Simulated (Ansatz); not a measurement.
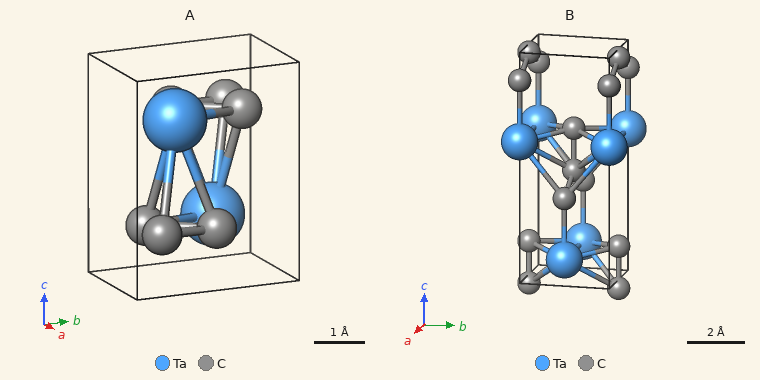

Two structures of TaC3, each relaxed to rest (conventional cells in solid outline, small ones repeated, not to one scale). Method: DFT PBE, scalar-relativistic, plane waves, PAW (Ansatz), without spin polarisation.

Question: Which structures are these?

Answer: A: 8 atoms a cell on a primitive hexagonal lattice, P6_3/mmc. B: 8 atoms a cell on a base-centred orthorhombic lattice, Amm2.

Question: Which structure is more stable?

Answer: B is lower, by 494 meV/atom at this level of theory (energies at zero smearing). Volumes: A 9.8, B 9.6 Å³/atom.

One or both may be structure types tried for this composition rather than known phases.
